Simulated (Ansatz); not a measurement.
## WH₂Cl₃F₃: geometry relaxation (part 1 of 2)

WH₂Cl₃F₃, computed with RKS BHLYP-D4/def2-SVP (Ansatz 0.2.0).

The input holds or restrains some coordinates. It belongs to a series of runs on one base structure; here: pulled along the bonds that form and break, towards end B.

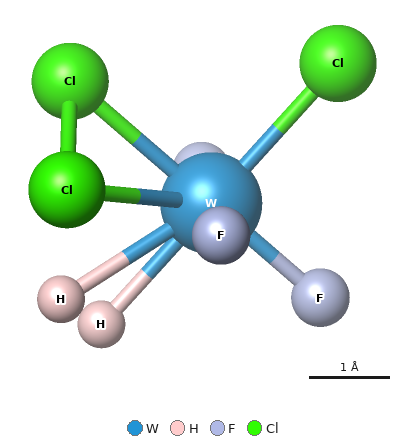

**Figure 1.** The input geometry (ball-and-stick view, seen at a tilt). Sticks mark near contacts. Bond lengths as drawn: Cl–Cl 2.04 Å, Cl–W 2.39 to 2.69 Å, F–W 1.85 Å and H–W 2.07 to 2.32 Å.

Input file
```yaml
crystal:
  periodic: [false, false, false]
  atoms:
    - { symbol: W, position_ang: [0.0, 0.0, 0.0] }
    - { symbol: H, position_ang: [0.0, 0.0, 2.07] }
    - { symbol: F, position_ang: [1.85, 0.0, 0.0] }
    - { symbol: Cl, position_ang: [0.0, 2.39, 0.0] }
    - { symbol: F, position_ang: [-1.85, 0.0, 0.0] }
    - { symbol: F, position_ang: [0.0, -1.85, 0.0] }
    - { symbol: Cl, position_ang: [0.0, 0.0, -2.39] }
    - { symbol: Cl, position_ang: [1.7678, 1.8416, 0.8482] }
    - { symbol: H, position_ang: [0.7133, 0.743, 2.0759] }
basis:
  gaussian: { orbitals: def2-SVP }
hamiltonian:
  xc: { name: BHLYP }
  dispersion: d4
relax:
  f_tol: 0.15
  max_steps: 25
  restrain:
    - { distance: [0, 7], at: 2.39, k: 30.0 }
    - { distance: [8, 1], at: 0.66, k: 30.0 }
    - { distance: [0, 1], at: 2.92, k: 30.0 }
    - { distance: [8, 7], at: 2.57, k: 30.0 }
output:
  orbitals: {}
```

Launched with:
```bash
ansatz run input.yaml --threads 4 --pin off --max-ram 5120MiB --backend cpu --events-out ev --progress --plain --runs-dir out
```

Log
```
The last accepted step is kept in [file] (removed where the run ends without a failure and the disk answers)
Engine: ansatz 0.2.0, x86_64-unknown-linux-gnu
Functional definition: BHLYP
  parameter a = 0.5
  exchange = (1 - a)*b88_x + a*exact_x
  correlation = lyp_c
1397 factors; integrals over basis functions are off by at most 3.3e-4 eV
mean field evaluation 1: about -47532.1258 eV, gradient 7.9e1 eV
mean field evaluation 2: about -47321.2113 eV, gradient 2.8e2 eV
mean field evaluation 4: about -47540.4826 eV, gradient 5.3e1 eV
mean field evaluation 8: about -47547.4737 eV, gradient 4.2e0 eV
mean field evaluation 16: about -47547.8156 eV, gradient 5.1e-1 eV
mean field evaluation 32: about -47548.5896 eV, gradient 2.4e-1 eV
mean field -47548.64109849 eV, -1747.3803307428 hartree, gradient 2.7e-5 eV, S^2 0.000000; 2 other end points of the search recorded, 0 dependent functions left out
the calculation of the forces begins
reference -47548.64131702 eV, -1747.3803387737 hartree; 47, 47 occupied and 91, 91 virtual orbitals, 1397 factors
relax step   1: F+E_penalty+E_count = -47549.18818038 eV  Δ(F+E_penalty+E_count) = +0.000e0 eV  max|allowed force component| = 7.543e0 eV/Å  E_restraint = 19.89479529 eV  max|allowed force component, restraints' pulls added| = 2.616e1 eV/Å  Δτ_max = 0.0000 Å  (224 SCF iters, accepted)
  distance W 0 - Cl 7 = 2.6900 Å
  distance H 8 - H 1 = 1.0300 Å
  distance W 0 - H 1 = 2.0700 Å
  distance H 8 - Cl 7 = 1.9561 Å
these checks for a lower state are left out or cut short: starts, cluster_reference, orbital_swaps, neighbouring_geometries, increment
1397 factors; integrals over basis functions are off by at most 4.0e-4 eV
mean field -47550.24319484 eV, -1747.4392066981 hartree, gradient 1.5e-5 eV, S^2 0.000000; 1 other end points of the search recorded, 0 dependent functions left out
[... from here on the field's lines of each further geometry are left out, up to the last ...]
relax step   2: F+E_penalty+E_count = -47550.75663616 eV  Δ(F+E_penalty+E_count) = -1.568e0 eV  max|allowed force component| = 6.440e0 eV/Å  E_restraint = 7.87207305 eV  max|allowed force component, restraints' pulls added| = 1.508e1 eV/Å  Δτ_max = 0.1948 Å  (120 SCF iters, accepted)
relax step   3: F+E_penalty+E_count = -47551.20775526 eV  Δ(F+E_penalty+E_count) = -4.511e-1 eV  max|allowed force component| = 4.611e0 eV/Å  E_restraint = 1.87643128 eV  max|allowed force component, restraints' pulls added| = 6.296e0 eV/Å  Δτ_max = 0.1938 Å  (80 SCF iters, accepted)
relax step   4: F+E_penalty+E_count = -47551.75147638 eV  Δ(F+E_penalty+E_count) = -5.437e-1 eV  max|allowed force component| = 3.311e0 eV/Å  E_restraint = 0.28798752 eV  max|allowed force component, restraints' pulls added| = 2.689e0 eV/Å  Δτ_max = 0.1969 Å  (90 SCF iters, accepted)
relax step   5: F+E_penalty+E_count = -47552.37470588 eV  Δ(F+E_penalty+E_count) = -6.232e-1 eV  max|allowed force component| = 2.798e0 eV/Å  E_restraint = 0.13216199 eV  max|allowed force component, restraints' pulls added| = 2.232e0 eV/Å  Δτ_max = 0.1947 Å  (75 SCF iters, accepted)
relax step   6: F+E_penalty+E_count = -47553.29016353 eV  Δ(F+E_penalty+E_count) = -9.155e-1 eV  max|allowed force component| = 3.516e0 eV/Å  E_restraint = 0.10143333 eV  max|allowed force component, restraints' pulls added| = 4.432e0 eV/Å  Δτ_max = 0.1908 Å  (152 SCF iters, accepted)
relax step   7: F+E_penalty+E_count = -47554.62059223 eV  Δ(F+E_penalty+E_count) = -1.330e0 eV  max|allowed force component| = 2.735e0 eV/Å  E_restraint = 0.08155775 eV  max|allowed force component, restraints' pulls added| = 2.871e0 eV/Å  Δτ_max = 0.1970 Å  (58 SCF iters, accepted)
relax step   8: F+E_penalty+E_count = -47555.36160285 eV  Δ(F+E_penalty+E_count) = -7.410e-1 eV  max|allowed force component| = 1.349e0 eV/Å  E_restraint = 0.07553465 eV  max|allowed force component, restraints' pulls added| = 1.349e0 eV/Å  Δτ_max = 0.2000 Å  (47 SCF iters, accepted)
relax step   9: F+E_penalty+E_count = -47555.81524477 eV  Δ(F+E_penalty+E_count) = -4.536e-1 eV  max|allowed force component| = 8.133e-1 eV/Å  E_restraint = 0.08779955 eV  max|allowed force component, restraints' pulls added| = 1.232e0 eV/Å  Δτ_max = 0.1953 Å  (45 SCF iters, accepted)
relax step  10: F+E_penalty+E_count = -47556.07359710 eV  Δ(F+E_penalty+E_count) = -2.584e-1 eV  max|allowed force component| = 1.110e0 eV/Å  E_restraint = 0.06233712 eV  max|allowed force component, restraints' pulls added| = 1.001e0 eV/Å  Δτ_max = 0.1952 Å  (44 SCF iters, accepted)
relax step  11: F+E_penalty+E_count = -47556.33365119 eV  Δ(F+E_penalty+E_count) = -2.601e-1 eV  max|allowed force component| = 1.099e0 eV/Å  E_restraint = 0.09607333 eV  max|allowed force component, restraints' pulls added| = 1.518e0 eV/Å  Δτ_max = 0.1926 Å  (45 SCF iters, accepted)
relax step  12: F+E_penalty+E_count = -47556.51453646 eV  Δ(F+E_penalty+E_count) = -1.809e-1 eV  max|allowed force component| = 8.155e-1 eV/Å  E_restraint = 0.11651690 eV  max|allowed force component, restraints' pulls added| = 1.637e0 eV/Å  Δτ_max = 0.1950 Å  (43 SCF iters, accepted)
relax step  13: F+E_penalty+E_count = -47556.60878754 eV  Δ(F+E_penalty+E_count) = -9.425e-2 eV  max|allowed force component| = 1.016e0 eV/Å  E_restraint = 0.07155774 eV  max|allowed force component, restraints' pulls added| = 4.675e-1 eV/Å  Δτ_max = 0.2000 Å  (42 SCF iters, accepted)
relax step  14: F+E_penalty+E_count = -47556.67143864 eV  Δ(F+E_penalty+E_count) = -6.265e-2 eV  max|allowed force component| = 9.228e-1 eV/Å  E_restraint = 0.08959403 eV  max|allowed force component, restraints' pulls added| = 6.214e-1 eV/Å  Δτ_max = 0.1976 Å  (42 SCF iters, accepted)
relax step  15: F+E_penalty+E_count = -47556.74104373 eV  Δ(F+E_penalty+E_count) = -6.961e-2 eV  max|allowed force component| = 1.006e0 eV/Å  E_restraint = 0.07208626 eV  max|allowed force component, restraints' pulls added| = 4.115e-1 eV/Å  Δτ_max = 0.1997 Å  (44 SCF iters, accepted)
relax step  16: F+E_penalty+E_count = -47556.82218872 eV  Δ(F+E_penalty+E_count) = -8.114e-2 eV  max|allowed force component| = 8.656e-1 eV/Å  E_restraint = 0.07347138 eV  max|allowed force component, restraints' pulls added| = 6.919e-1 eV/Å  Δτ_max = 0.1963 Å  (44 SCF iters, accepted)
relax step  17: F+E_penalty+E_count = -47556.90583892 eV  Δ(F+E_penalty+E_count) = -8.365e-2 eV  max|allowed force component| = 9.093e-1 eV/Å  E_restraint = 0.09397794 eV  max|allowed force component, restraints' pulls added| = 9.855e-1 eV/Å  Δτ_max = 0.1967 Å  (44 SCF iters, accepted)
relax step  18: F+E_penalty+E_count = -47556.98696251 eV  Δ(F+E_penalty+E_count) = -8.112e-2 eV  max|allowed force component| = 1.123e0 eV/Å  E_restraint = 0.08358389 eV  max|allowed force component, restraints' pulls added| = 3.446e-1 eV/Å  Δτ_max = 0.2000 Å  (44 SCF iters, accepted)
relax step  19: F+E_penalty+E_count = -47557.02939035 eV  Δ(F+E_penalty+E_count) = -4.243e-2 eV  max|allowed force component| = 1.258e0 eV/Å  E_restraint = 0.07500679 eV  max|allowed force component, restraints' pulls added| = 2.362e-1 eV/Å  Δτ_max = 0.2000 Å  (41 SCF iters, accepted)
relax step  20: F+E_penalty+E_count = -47557.07596069 eV  Δ(F+E_penalty+E_count) = -4.657e-2 eV  max|allowed force component| = 1.008e0 eV/Å  E_restraint = 0.11705607 eV  max|allowed force component, restraints' pulls added| = 9.894e-1 eV/Å  Δτ_max = 0.1950 Å  (40 SCF iters, accepted)
the calculation of the forces begins
reference -47556.56805347 eV, -1747.6716409654 hartree; 47, 47 occupied and 91, 91 virtual orbitals, 1397 factors
relax step  21: F+E_penalty+E_count = -47557.06607646 eV  Δ(F+E_penalty+E_count) = +9.884e-3 eV  max|allowed force component| = 1.259e0 eV/Å  E_restraint = 0.06894931 eV  max|allowed force component, restraints' pulls added| = 1.036e-1 eV/Å  Δτ_max = 0.0791 Å  (40 SCF iters, accepted)
  distance W 0 - Cl 7 = 2.3537 Å
  distance H 8 - H 1 = 0.7126 Å
  distance W 0 - H 1 = 2.9393 Å
  distance H 8 - Cl 7 = 2.5820 Å
1397 factors; integrals over basis functions are off by at most 4.3e-4 eV
mean field evaluation 256: about -47556.5678 eV, gradient 3.5e-4 eV
```

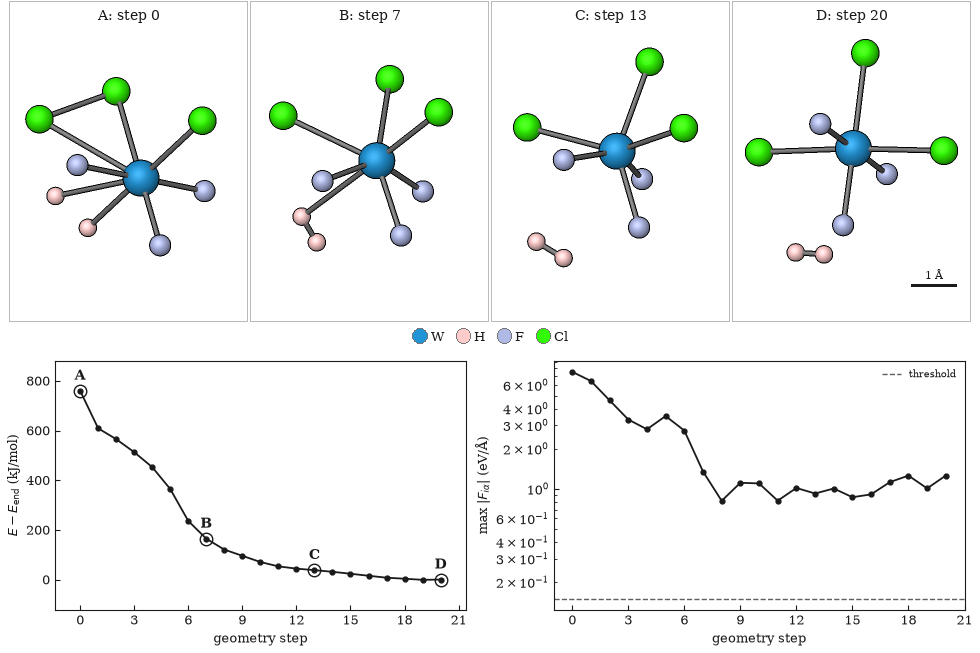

**Figure 2.** Frames of the restrained relaxation (ball-and-stick view, seen at a tilt) above the curves, on which the letters mark them (the first geometry is step 0 here and step 1 in the log).

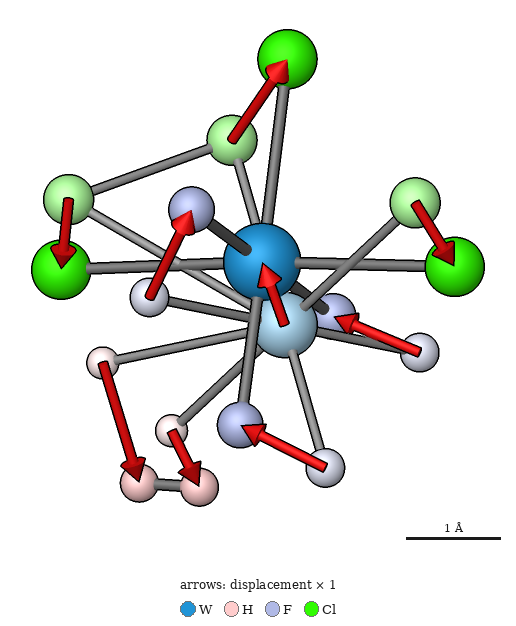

**Figure 3.** Start (faint) and end (solid) with the displacements as red arrows, at true length (ball-and-stick view, seen at a tilt). The two geometries are laid on each other by the best rigid fit. After 20 geometry steps the energy has fallen by 760.1 kJ/mol. Largest force component: 7.5 eV/Å at the start, 1.3 eV/Å at the end. H9 moves most after the best rigid fit: 1.42 Å. Largest moves by element: H 1.42 Å, Cl 1.31 Å, F 1.23 Å, W 0.74 Å. Among the contacts that change: Cl4–Cl8 2.036 → 3.310 Å, W1–H9 2.317 → 3.280 Å, W1–H2 2.070 → 2.939 Å, W1–Cl8 2.690 → 2.354 Å. New bonds form: H2–H9 (1.03 → 0.71 Å). Bonds break: Cl4–Cl8 (2.04 → 3.31 Å), W1–H2 (2.07 → 2.94 Å). Among the angles that change: Cl7–W1–Cl8 108.4° → 176.4°, Cl4–W1–Cl8 46.8° → 91.4°, F6–W1–Cl8 133.2° → 88.7°. (Atoms are counted from 1 in the order of the input.)

```
mean field -47556.56783269 eV, -1747.6716328518 hartree, gradient 3.2e-5 eV, S^2 0.000000; 1 other end points of the search recorded, 0 dependent functions left out
the calculation of the forces begins
reference -47556.56805347 eV, -1747.6716409654 hartree; 47, 47 occupied and 91, 91 virtual orbitals, 1397 factors
Total energy: -47557.06629724 eV, -1747.6899510863 hartree
Atom 0 at     0.376339     0.502959    -0.354653 Å, force     0.587126     0.729531     0.207685 eV/Å
Atom 1 at    -0.252185    -0.511674     2.331416 Å, force    -0.816220    -0.994264    -0.621380 eV/Å
Atom 2 at     1.982200     0.406544    -1.242659 Å, force     0.011708     0.007545     0.003996 eV/Å
Atom 3 at    -0.046899     2.514536    -1.319728 Å, force     0.003824    -0.021983     0.006854 eV/Å
Atom 4 at    -1.225689     0.571114     0.535585 Å, force    -0.031170    -0.005335     0.046504 eV/Å
Atom 5 at     0.757491    -1.132461     0.403848 Å, force     0.027589    -0.063775     0.058590 eV/Å
Atom 6 at    -0.635306    -0.626546    -2.058345 Å, force     0.006107     0.014063     0.009744 eV/Å
Atom 7 at     1.459355     1.537167     1.461204 Å, force    -0.315421    -0.283530    -0.971137 eV/Å
Atom 8 at     0.065794    -0.137039     2.847433 Å, force     0.526457     0.617747     1.259145 eV/Å
Dipole moment:    -0.098719     0.120416    -0.137854 e Å
```

Trajectory as extended XYZ (Å, eV, eV/Å), 21 frames, from step=1 to step=21
```
9
Properties=species:S:1:pos:R:3:forces:R:3 step=1 energy=-47549.18818
W     0.0000    0.0000    0.0000   -1.2059  -2.7686  -2.2064
H     0.0000    0.0000    2.0700    2.2793   1.9029   0.5956
F     1.8500    0.0000    0.0000    0.7955  -6.0063  -2.4061
Cl    0.0000    2.3900    0.0000   -1.0910   3.3136  -0.7170
F    -1.8500    0.0000    0.0000    0.1588   0.8321   0.6182
F     0.0000   -1.8500    0.0000    0.2281  -1.7020   0.1076
Cl    0.0000    0.0000   -2.3900   -0.0615  -0.0068   1.0517
Cl    1.7678    1.8416    0.8482    2.1078   7.5425   3.2936
H     0.7133    0.7430    2.0759   -3.2111  -3.1073  -0.3371
9
Properties=species:S:1:pos:R:3:forces:R:3 step=2 energy=-47550.75664
W     0.0389    0.0285   -0.1415   -2.8121  -3.5509  -0.7704
H     0.0472    0.0437    2.2539    0.6958   0.6009  -0.0702
F     1.8674   -0.0516   -0.0255    1.1862  -4.6127  -1.5433
Cl   -0.0130    2.4279   -0.0113   -0.8921   2.3203  -0.2494
F    -1.8372    0.0111    0.0036    1.0096   0.5562   0.5761
F     0.0030   -1.8555   -0.0001   -0.0803  -0.5175   0.1037
Cl   -0.0004    0.0001   -2.3930    0.0710  -0.0097  -0.8852
Cl    1.7815    1.8994    0.7739    2.0129   6.4397   2.5826
H     0.5936    0.6211    2.1443   -1.1911  -1.2261   0.2562
9
Properties=species:S:1:pos:R:3:forces:R:3 step=3 energy=-47551.20776
W     0.0986    0.0730   -0.2812   -2.4860  -4.6114   1.8397
H     0.0460    0.0546    2.4390   -2.0867  -2.0784   0.5076
F     1.9104   -0.1653   -0.0564    0.8989  -2.9179  -0.7242
Cl   -0.0591    2.4886   -0.0175   -1.7977   2.4036  -0.5359
F    -1.7812    0.0293    0.0241    1.5205   0.6580   0.0906
F    -0.0098   -1.8359    0.0023   -0.0031   0.6716  -0.3628
Cl    0.0071   -0.0012   -2.4734   -0.0410   0.1660  -2.0673
Cl    1.7401    1.9511    0.6643    2.1217   3.8724   1.7415
H     0.5290    0.5305    2.3029    1.8734   1.8361  -0.4893
9
Properties=species:S:1:pos:R:3:forces:R:3 step=4 energy=-47551.75148
W     0.1718    0.0783   -0.2843   -0.9896  -3.3113   0.9900
H     0.0139    0.0425    2.6329   -1.3994  -1.2178   0.7143
F     1.9745   -0.3107   -0.0671    0.6572  -1.6160   0.0450
Cl   -0.1674    2.5508   -0.0980   -2.6889   2.1480  -0.6703
F    -1.6722    0.1108    0.0805    0.5049   0.2797   0.0297
F    -0.0131   -1.8171   -0.0183   -0.0142   0.6630  -0.2821
Cl    0.0378    0.0669   -2.5016   -0.0983   0.2368  -1.1469
Cl    1.6361    1.9528    0.5433    2.7146   1.7282   1.0292
H     0.4997    0.4503    2.3166    1.3138   1.0894  -0.7087
```
